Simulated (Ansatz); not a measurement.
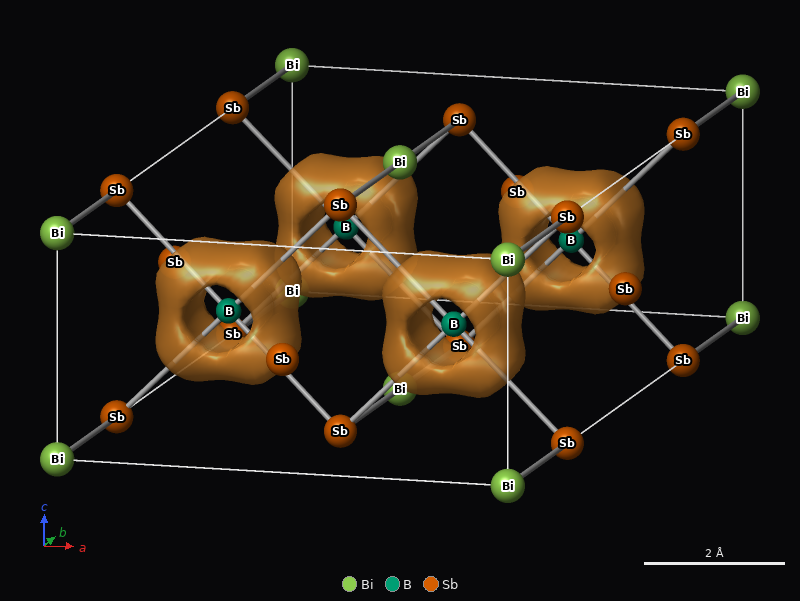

Figure. BiB2Sb3. Isosurface of the electron localisation function at 0.65 (orange), seen slightly off an axis. Core shells and regions of very low density are left out. Sticks mark near contacts.

Space group Cmmm; a structure from a database of computed crystals, not necessarily the ambient phase; started from the LaAl2Cu3-65 prototype, which need not be the ambient phase.

Computed with DFT, r2SCAN+rVV10, plane waves, PAW in Ansatz.

In a PAW calculation such maps are meaningful between the atoms, not at the nuclei.

> Describe the localisation domains.

At this value the surface marks out four regions wrapped around B (the valence shell of each), counted in one cell of 12 atoms. Regions shared between cells count once. Along the contacts the grid gives the following. B–Sb (2.35 Å): the ELF peaks at about 0.85 in the valence shell of B, 0.8 Å from its nucleus, and is about 0.60 at the midpoint. Bi–Sb (3.09 Å): the ELF is about 0.50 at the midpoint.
